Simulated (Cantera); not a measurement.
A closed system holds: 1 mol Cu, 2.1 mol HF, 0.27 mol N2, held at 7.60 Pa.

Method: chemical equilibrium by Gibbs-energy minimisation in Cantera with the NASA 1993 tables (ideal gas, pure condensed phases). Candidate condensed phases: Cu, CuF2; 25 gas species. Kinetics and transport are ignored.

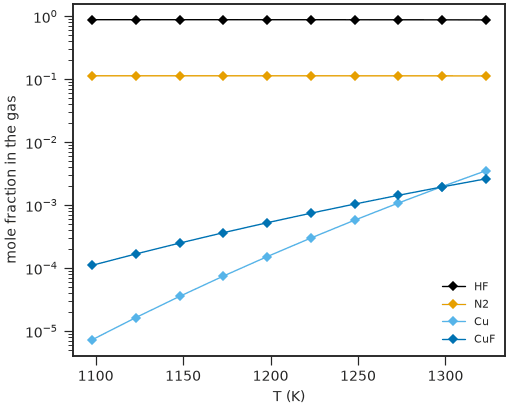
*Equilibrium gas composition (values under 1e-9 drawn at 1e-9)*

From 1098 K to 1323 K the condensed part is Cu(s). The main Cu-bearing gas is CuF at 1098 K and Cu at 1323 K.
